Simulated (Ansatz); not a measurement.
**C₄H₁₀AlF: how energies converge with the basis set**

How large a basis does C₄H₁₀AlF need? Two functionals are run in growing sets.

Program: Ansatz 0.2.0, Gaussian basis. Level of theory: one geometry, several basis sets. These are calculated values, not measurements.

Plan: PBE0-D4/def2-SVP; ωB97M-V/def2-SVP; PBE0-D4/def2-QZVPP; ωB97M-V/def2-QZVPP; the functionals' def2-TZVPP values are taken from earlier runs.

### 1 The geometry

All runs share one geometry, relaxed beforehand with PBE0-D4 in a triple-zeta def2 set.

SMILES `C[CH2][Al]([F])[CH2]C`, 16 atoms, charge 0, spin multiplicity 1.

Atoms are counted from 1 here; the program's logs count them from 0.

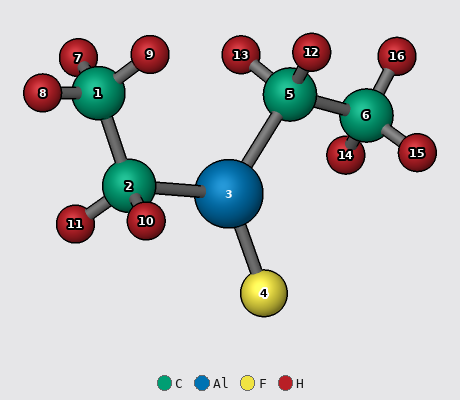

The structure; carbon teal, aluminium blue, fluorine yellow, hydrogen red; atoms are numbered from 1 in the order of the file.

### 2 PBE0-D4 in def2-SVP

Input file in.yaml:

```yaml
crystal:
  periodic: [false, false, false]
  atoms:
    - {symbol: C, position_ang: [1.474656, -2.033405, 0.035104]}
    - {symbol: C, position_ang: [1.183915, -1.172571, -1.194773]}
    - {symbol: Al, position_ang: [-0.009426, 0.344301, -0.895496]}
    - {symbol: F, position_ang: [-0.354938, 1.300931, -2.207349]}
    - {symbol: C, position_ang: [-0.822888, 0.822407, 0.814409]}
    - {symbol: C, position_ang: [-1.730223, 2.052092, 0.826008]}
    - {symbol: H, position_ang: [0.561483, -2.466030, 0.453325]}
    - {symbol: H, position_ang: [2.147676, -2.864978, -0.193842]}
    - {symbol: H, position_ang: [1.942562, -1.453500, 0.835568]}
    - {symbol: H, position_ang: [2.119039, -0.785910, -1.619934]}
    - {symbol: H, position_ang: [0.754217, -1.785668, -1.997330]}
    - {symbol: H, position_ang: [-0.008104, 0.942505, 1.541856]}
    - {symbol: H, position_ang: [-1.370697, -0.059589, 1.174144]}
    - {symbol: H, position_ang: [-2.573376, 1.937075, 0.140638]}
    - {symbol: H, position_ang: [-1.194443, 2.951025, 0.511808]}
    - {symbol: H, position_ang: [-2.142353, 2.248514, 1.820364]}
basis:
  gaussian: {orbitals: def2-SVP}
hamiltonian: {xc: pbe0, dispersion: d4}
output: {orbitals: {seedname: orbitals}}
```

Started as:

```
ansatz run in.yaml --threads 4 --pin off --events-out ev --progress --plain --max-ram 11315MiB
```

What it wrote:

```text
Functional definition: PBE0
  name "PBE0"
  cite "Adamo & Barone, J. Chem. Phys. 110, 6158 (1999) doi:10.1063/1.478522"
  cite "Perdew, Burke & Ernzerhof, Phys. Rev. Lett. 77, 3865 (1996) doi:10.1103/PhysRevLett.77.3865"
  parent pbe
  parameter a = 0.25
  parameter kappa = 0.804
  parameter beta = 0.06672455060314922
  exchange = (1 - a)*pbe_x(kappa = kappa, mu = beta*pi^2/3) + a*exact_x
  correlation = pbe_c(beta = beta)
1586 factors; their error is unknown
mean field evaluation 1: about -13596.4592 eV, gradient 7.3e1 eV
mean field evaluation 2: about -13591.1264 eV, gradient 8.8e1 eV
mean field evaluation 4: about -13608.9341 eV, gradient 3.7e0 eV
mean field evaluation 8: about -13608.9621 eV, gradient 7.1e-2 eV
mean field evaluation 16: about -13609.0464 eV, gradient 5.5e-5 eV
mean field -13609.04638846 eV, -500.1232302331 hartree, gradient 5.5e-5 eV, S^2 0.000000; 0 other end points of the search recorded, 0 dependent functions left out
reference -13609.04642240 eV, -500.1232314802 hartree; 28, 28 occupied and 110, 110 virtual orbitals, 1586 factors
Total energy: -13609.29481917 eV, -500.1323598933 hartree
```

Run time: 2.1 s. Hardware: 4 threads of Arm Neoverse V1, shared host.

### 3 ωB97M-V in def2-SVP

in.yaml, as its differences from that of step 2:

```diff
@@ -21,3 +21,3 @@
   gaussian: {orbitals: def2-SVP}
-hamiltonian: {xc: pbe0, dispersion: d4}
+hamiltonian: {xc: {name: wB97M-V}}
 output: {orbitals: {seedname: orbitals}}
```

The command is unchanged.

What it wrote, shortened:

```text
Functional definition: wB97M-V
  name "wB97M-V"
  cite "Mardirossian & Head-Gordon, J. Chem. Phys. 144, 214110 (2016) doi:10.1063/1.4952647"
  cite "Becke, J. Chem. Phys. 107, 8554 (1997) doi:10.1063/1.475007"
  cite "Vydrov & Van Voorhis, J. Chem. Phys. 133, 244103 (2010) doi:10.1063/1.3521275"
  # Of w^i u^j: cxij and so on, Table III.
[...]
  gx(w, u) = 1 - cx + cx01*u + cx10*w
  gss(w, u) = css00 + css04*u^4 + css10*w + css20*w^2 + css43*w^4*u^3
  gos(w, u) = cos00 + cos10*w + (cos20 + cos21*u)*w^2 + (cos60 + cos61*u)*w^6
[...]
      + integral(e_c_pw_mod_opposite_spin*gos(b97_w_opposite, b97_u_opposite)) + vv10(b, c)
1567 factors; their error is unknown
408 factors; integrals over basis functions are off by at most 7.7e-6 eV
[...]
mean field -13616.09338504 eV, -500.3822025806 hartree, gradient 3.4e-5 eV, S^2 0.000000; 0 other end points of the search recorded, 0 dependent functions left out
reference -13616.09343873 eV, -500.3822045536 hartree; 28, 28 occupied and 110, 110 virtual orbitals, 1567 factors
Total energy: -13616.09343873 eV, -500.3822045536 hartree
```

It took 8.5 s on 4 threads of Arm Neoverse V1, shared host.

### 4 PBE0-D4 in def2-QZVPP

in.yaml, as its differences from that of step 3:

```diff
@@ -20,4 +20,4 @@
 basis:
-  gaussian: {orbitals: def2-SVP}
-hamiltonian: {xc: {name: wB97M-V}}
+  gaussian: {orbitals: "def2-QZVPP.json"}
+hamiltonian: {xc: pbe0, dispersion: d4}
 output: {orbitals: {seedname: orbitals}}
```

Same command.

What it wrote:

```text
Functional definition: PBE0
  name "PBE0"
  cite "Adamo & Barone, J. Chem. Phys. 110, 6158 (1999) doi:10.1063/1.478522"
  cite "Perdew, Burke & Ernzerhof, Phys. Rev. Lett. 77, 3865 (1996) doi:10.1103/PhysRevLett.77.3865"
  parent pbe
  parameter a = 0.25
  parameter kappa = 0.804
  parameter beta = 0.06672455060314922
  exchange = (1 - a)*pbe_x(kappa = kappa, mu = beta*pi^2/3) + a*exact_x
  correlation = pbe_c(beta = beta)
1916 factors; their error is unknown
mean field evaluation 1: about -13601.9248 eV, gradient 9.2e1 eV
mean field evaluation 2: about -13590.9650 eV, gradient 1.1e2 eV
mean field evaluation 4: about -13620.0576 eV, gradient 6.1e0 eV
mean field evaluation 8: about -13620.1190 eV, gradient 8.2e-2 eV
mean field evaluation 16: about -13620.1230 eV, gradient 3.3e-5 eV
mean field -13620.12302333 eV, -500.5302890566 hartree, gradient 3.3e-5 eV, S^2 0.000000; 0 other end points of the search recorded, 0 dependent functions left out
reference -13620.12307315 eV, -500.5302908873 hartree; 28, 28 occupied and 627, 627 virtual orbitals, 1916 factors
Total energy: -13620.37146993 eV, -500.5394193004 hartree
```

Wall time 26 s (4 threads of Arm Neoverse V1, shared host); peak memory 2.7 GiB.

### 5 ωB97M-V in def2-QZVPP

in.yaml, as its differences from that of step 4:

```diff
@@ -21,3 +21,3 @@
   gaussian: {orbitals: "def2-QZVPP.json"}
-hamiltonian: {xc: pbe0, dispersion: d4}
+hamiltonian: {xc: {name: wB97M-V}}
 output: {orbitals: {seedname: orbitals}}
```

Launched as before.

What it wrote, shortened:

```text
Functional definition: wB97M-V
  name "wB97M-V"
  cite "Mardirossian & Head-Gordon, J. Chem. Phys. 144, 214110 (2016) doi:10.1063/1.4952647"
  cite "Becke, J. Chem. Phys. 107, 8554 (1997) doi:10.1063/1.475007"
  cite "Vydrov & Van Voorhis, J. Chem. Phys. 133, 244103 (2010) doi:10.1063/1.3521275"
  # Of w^i u^j: cxij and so on, Table III.
[...]
  gx(w, u) = 1 - cx + cx01*u + cx10*w
  gss(w, u) = css00 + css04*u^4 + css10*w + css20*w^2 + css43*w^4*u^3
  gos(w, u) = cos00 + cos10*w + (cos20 + cos21*u)*w^2 + (cos60 + cos61*u)*w^6
[...]
      + integral(e_c_pw_mod_opposite_spin*gos(b97_w_opposite, b97_u_opposite)) + vv10(b, c)
1873 factors; their error is unknown
533 factors; integrals over basis functions are off by at most 5.5e-6 eV
[...]
mean field -13627.50518273 eV, -500.8015784104 hartree, gradient 2.1e-5 eV, S^2 0.000000; 0 other end points of the search recorded, 0 dependent functions left out
reference -13627.50526353 eV, -500.8015813798 hartree; 28, 28 occupied and 627, 627 virtual orbitals, 1873 factors
Total energy: -13627.50526353 eV, -500.8015813798 hartree
```

It took 48 s on 4 threads of Arm Neoverse V1, shared host; peak memory 3.4 GiB.

### 6 Functionals by basis

The def2-TZVPP values come from earlier runs at the same geometry.

| functional | basis | functions | energy (eV) | from the largest (eV) | HOMO (eV) | LUMO (eV) |
| --- | --- | --- | --- | --- | --- | --- |
| PBE0-D4 | def2-SVP | 138 | -13609.2948 | 11.077 | -7.23 | -0.18 |
| PBE0-D4 | def2-TZVPP | 337 | -13619.7506 | 0.621 | -7.25 | -0.29 |
| PBE0-D4 | def2-QZVPP | 655 | -13620.3715 | 0.000 | -7.26 | -0.37 |
| ωB97M-V | def2-SVP | 138 | -13616.0934 | 11.412 | -9.42 | 1.47 |
| ωB97M-V | def2-TZVPP | 337 | -13626.9087 | 0.597 | -9.45 | 1.20 |
| ωB97M-V | def2-QZVPP | 655 | -13627.5053 | 0.000 | -9.46 | 0.84 |

### 7 Outcome

| quantity | value |
| --- | --- |
| PBE0-D4: double and triple zeta above quadruple | 11.08, 0.62 eV |
| ωB97M-V: double and triple zeta above quadruple | 11.41, 0.60 eV |

**Reading.** For PBE0-D4 the step from double to triple zeta gains 10.46 eV and the next only 0.62 eV. These are total energies; as a rule much of such shifts cancels in differences, which this series doesn't test. The LUMO of ωB97M-V is positive and keeps falling with the basis (1.47 to 0.84 eV): an unbound level that the basis holds in place.

For PBE0-D4 the largest set took about 13 times as long as the smallest (26 s against 2.1 s).
